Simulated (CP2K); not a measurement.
Consider phosphinine at its PBE geometry (Å).

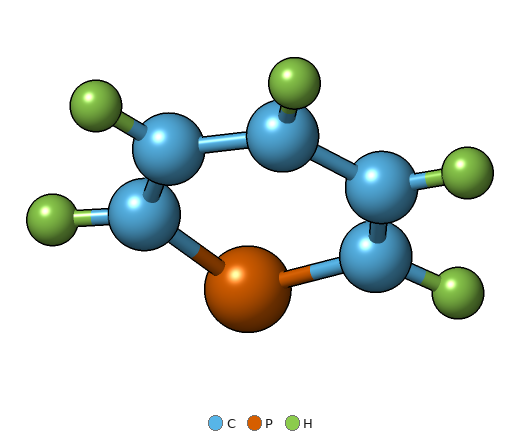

The molecule (carbon blue, phosphorus orange, hydrogen green).

```xyz
11

C    -0.2515    1.1260    0.0563
C    -1.3024    0.2056   -0.0171
C    -1.1047   -1.1737   -0.0885
P     0.4404   -1.9722   -0.0991
C     1.5001   -0.5966   -0.0003
C     1.0918    0.7360    0.0636
H    -0.4882    2.1888    0.1103
H    -2.3249    0.5908   -0.0174
H    -1.9873   -1.8161   -0.1431
H     2.5729   -0.8054    0.0115
H     1.8538    1.5168    0.1238
```

Method: CP2K XAS_TDP, all-electron GAPW, PBEh(45%), aug-cc-pVDZ, TDA, GW2X-corrected core level, no relativity.

**Question.** Where do the C K-edge lines lie, and how strong are they?

Leading lines: C1 286.59 eV, C2 286.96 eV and C3 285.99 eV. The leading line of an atom is its first one with 35 % of the strongest within 2.5 eV of its lowest line over the strength cut. Core ionisation energies at this level: C2 292.21, C3 291.57 and C1 292.03 eV.

The first six lines of each atom with a strength over 0.0015:

```csv
atom,energy (eV),states,"strength, one atom",above the computed threshold
C1 (bonded to 2 C and H),286.59,1,0.0476,
,289.93,1,0.0110,
,291.17,1,0.0034,
,291.60,1,0.0092,
,291.82,1,0.0016,
,292.36,1,0.0024,yes
"C2 (bonded to 2 C and H), 2 alike",286.96,1,0.0512,
,290.12,1,0.0110,
,291.26,1,0.0016,
,291.38,1,0.0016,
,291.95,1,0.0022,
,291.98,1,0.0025,
"C3 (bonded to C, P and H), 2 alike",285.99,1,0.0502,
,289.61,1,0.0097,
,290.36,1,0.0069,
,290.66,1,0.0087,
,291.11,1,0.0036,
,291.33,1,0.0035,
```

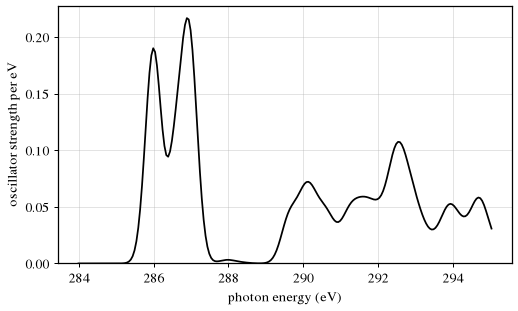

All atoms added, broadened by 0.5 eV.

Lines are vertical, at one geometry, with no vibrational structure. GW2X ionisation energies and lines can be off by 1 to 2 eV either way, and a good line position may hide errors that cancel. These values hold no scalar relativity, about 0.1 eV for C 1s. Rydberg lines, and the discretised continuum above threshold, depend on the basis and the box.

[Banner, clock and machine lines of the logs are left out without a mark of their own.]

[Logs are printed without paths, hosts, clocks, repeated set-up lines and the standing remarks that a program may print on its own settings, such as how far it seeks lower states.]

[Hosts, paths, dates, database ids (printed as entryN), source tags and the programs' standing remarks are cut or masked in the printed files.]
